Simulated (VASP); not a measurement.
Band structure of BaS (relaxed from the CsCl type structure, space group Pm-3m). All values below come from PBEsol GGA, VASP's PBE PAW potentials (set 64) (plane waves; VASP).

Unless said otherwise, spin-orbit coupling is left out, though it shifts the bands of the heavy elements here.

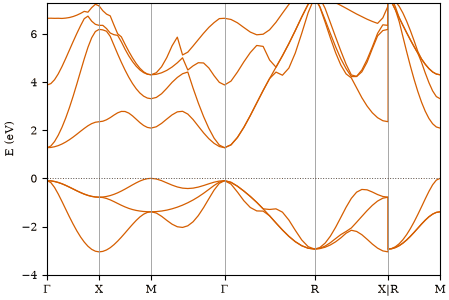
*Bands along high-symmetry lines, zero at the valence-band maximum or, without a gap, the Fermi level*

### Question
Read the plot: is there a gap, and where are the band edges?

### Answer
The gap is indirect, 1.27 eV, from the valence maximum at M to the conduction minimum at Γ. (Edges off the drawn lines would not show.)

The structure was generated: BaS was put into the CsCl type type (Pm-3m), which need not be its known phase. It was relaxed first, which changed the volume by -24 %.
